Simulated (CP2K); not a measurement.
**CHFO (formyl fluoride): GFN2-xTB**

What is the vertical ionisation energy of CHFO (formyl fluoride) at GFN2-xTB? 

Program for the calculation: CP2K 2026.2.

3 further runs of the same task are left out: 3 set aside as unsound or not needed.

### 1 Starting point

CHFO has 4 atoms, charge 0, and is taken as a singlet. SMILES: `O=CF`. The shape is that of a PBE0-D4/def2-TZVP optimisation.

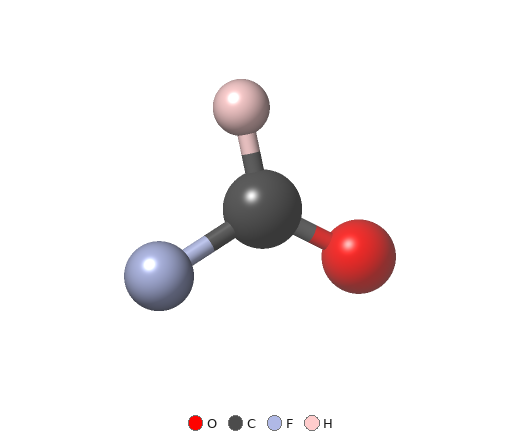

Viewed from a chosen angle; oxygen red, carbon dark grey, fluorine light blue, hydrogen pink.

### 2 The energy at GFN2-xTB

Input file molecule.xyz:

```xyz
4

O     -0.889340     0.201180     0.827740
C     -0.046400     0.067520     0.021620
F      0.585200    -1.091810    -0.181820
H      0.350540     0.823120    -0.667550
```

Input file molecule.inp:

```
&FORCE_EVAL
 METHOD QUICKSTEP
 &DFT
  &QS
   METHOD XTB
   EPS_DEFAULT 1.0E-10
   &XTB
    GFN_TYPE TBLITE
    &TBLITE
     METHOD GFN2
    &END TBLITE
    CHECK_ATOMIC_CHARGES F
   &END XTB
  &END QS
  &POISSON
   PERIODIC NONE
   POISSON_SOLVER ANALYTIC
  &END POISSON
  &SCF
   SCF_GUESS ATOMIC
   EPS_SCF 1.0E-06
   MAX_SCF 150
   ADDED_MOS 8
   &DIAGONALIZATION
    ALGORITHM STANDARD
   &END DIAGONALIZATION
   &MIXING
    METHOD DIRECT_P_MIXING
    ALPHA 0.4
   &END MIXING
   &SMEAR ON
    METHOD FERMI_DIRAC
    ELECTRONIC_TEMPERATURE [K] 300
   &END SMEAR
  &END SCF
  &PRINT
   &MOMENTS
    PERIODIC F
    REFERENCE COM
    MAX_MOMENT 1
   &END MOMENTS
   &MO ON
    ENERGIES T
    OCCUPATION_NUMBERS T
    NDIGITS 6
    &EACH
     QS_SCF 0
    &END EACH
    ADD_LAST NUMERIC
   &END MO
   &HIRSHFELD OFF
   &END HIRSHFELD
  &END PRINT
 &END DFT
 &SUBSYS
  &CELL
   ABC 17.5 17.9 17.5
   PERIODIC NONE
  &END CELL
  &TOPOLOGY
   COORD_FILE_NAME molecule.xyz
   COORD_FILE_FORMAT XYZ
   &CENTER_COORDINATES
   &END CENTER_COORDINATES
  &END TOPOLOGY
 &END SUBSYS
&END FORCE_EVAL

&GLOBAL
 PROJECT molecule
 RUN_TYPE ENERGY
 PRINT_LEVEL MEDIUM
&END GLOBAL
```

Command:

```console
$ OMP_NUM_THREADS=1 cp2k.psmp -i molecule.inp -o molecule.out
```

What it wrote:

```text
CP2K| version string:                                       CP2K version 2026.2
[...]
 GLOBAL| Method name                                                        CP2K
[...]
 GLOBAL| Run type                                                         ENERGY
[...]
                             - Atoms:                                          4
[...]
                             - Spherical basis functions:                     13
[...]
 Number of electrons:                                                         18
[...]
  *** SCF run converged in    13 steps ***
[...]
  Fermi energy:                                                -0.33538039200100
[...]
 TB_DIPOLE| Moment [Debye]          0.63513290       1.00927690      -1.02717686
 TB_DIPOLE| Derivative [a.u.]       0.00000000       0.00000000       0.00000000
[...]
 ENERGY| Total FORCE_EVAL ( QS ) energy [hartree]            -11.424765992384827
[...]
```

Wall time 0.22 s (1 thread of Arm Neoverse V2, shared host).

### 3 The doublet cation at the same level

molecule.xyz is that of step 2.

Input file qs.inp:

```
&GLOBAL
 PROJECT qs
 RUN_TYPE ENERGY
 PRINT_LEVEL MEDIUM
&END
&FORCE_EVAL
 METHOD QUICKSTEP
 &DFT
  CHARGE 1
  MULTIPLICITY 2
  UKS T
  &QS
   METHOD XTB
   EPS_DEFAULT 1.0E-10
   &XTB
    GFN_TYPE TBLITE
    &TBLITE
     METHOD GFN2
    &END
    CHECK_ATOMIC_CHARGES F
   &END
  &END
  &POISSON
   PERIODIC NONE
   POISSON_SOLVER ANALYTIC
  &END
  &SCF
   SCF_GUESS ATOMIC
   EPS_SCF 1.0E-06
   MAX_SCF 150
   ADDED_MOS 8
   &DIAGONALIZATION
    ALGORITHM STANDARD
   &END
   &MIXING
    METHOD DIRECT_P_MIXING
    ALPHA 0.4
   &END
   &SMEAR ON
    METHOD FERMI_DIRAC
    ELECTRONIC_TEMPERATURE [K] 300
    FIXED_MAGNETIC_MOMENT 1.0
   &END
  &END
  &PRINT
   &MOMENTS
    PERIODIC F
    REFERENCE COM
    MAX_MOMENT 1
   &END
   &MO ON
    ENERGIES T
    OCCUPATION_NUMBERS T
    NDIGITS 6
    &EACH
     QS_SCF 0
    &END
    ADD_LAST NUMERIC
   &END
   &HIRSHFELD OFF
   &END
  &END
 &END
 &SUBSYS
  &CELL
   ABC 17.5 17.9 17.5
   PERIODIC NONE
  &END
  &TOPOLOGY
   COORD_FILE_NAME molecule.xyz
   COORD_FILE_FORMAT XYZ
   &CENTER_COORDINATES
   &END
  &END
 &END
&END
```

Command:

```console
$ OMP_NUM_THREADS=1 cp2k.psmp qs.inp > qs.out
```

What it wrote:

```text
CP2K| version string:                                       CP2K version 2026.2
[...]
 GLOBAL| Method name                                                        CP2K
[...]
 GLOBAL| Run type                                                         ENERGY
[...]
 *** WARNING in qs_environment.F:2191 :: More ADDED_MOs requested for beta ***
 *** spin than available.                                                  ***
[...]
                             - Atoms:                                          4
[...]
                             - Spherical basis functions:                     13
[...]
 Number of electrons:                                                          9
[...]
  *** SCF run converged in    14 steps ***
[...]
  Fermi energy:                                                -0.75050338416815
[...]
 TB_DIPOLE| Moment [Debye]          0.39689800       2.91730573      -1.50666562
 TB_DIPOLE| Derivative [a.u.]       0.00000000       0.00000000       0.00000000
[...]
 ENERGY| Total FORCE_EVAL ( QS ) energy [hartree]            -10.782277965301828
[...]
```

It took 0.22 s on 1 thread of Arm Neoverse V2, shared host.

### 4 Results

Level: GFN2-xTB.

| quantity | value |
| --- | --- |
| singlet CHFO: total energy | -11.42477 Eh |
| singlet CHFO: dipole moment (from atomic charges alone) | 1.57 D |
| singlet CHFO: HOMO energy | -13.17 eV |
| singlet CHFO: LUMO energy | -8.23 eV |
| singlet CHFO: HOMO–LUMO gap | 4.94 eV |
| singlet CHFO: dispersion energy | -2.23 kJ/mol |
| doublet cation: total energy | -10.78228 Eh |
| doublet cation: HOMO energy (highest over α and β) | -22.46 eV |
| doublet cation: LUMO energy (lowest over α and β) | -21.79 eV |
| doublet cation: dispersion energy | -1.57 kJ/mol |
| vertical ionisation energy (to the doublet cation) | 17.483 eV |

**Reading.** Removing an electron at fixed nuclei costs 17.48 eV (1687 kJ/mol). xTB total energies overstate such differences by several eV unless an empirical shift is taken off; none is applied here. The dipole (singlet CHFO) comes from point charges on the atoms alone, without atomic dipoles, so it is partial.
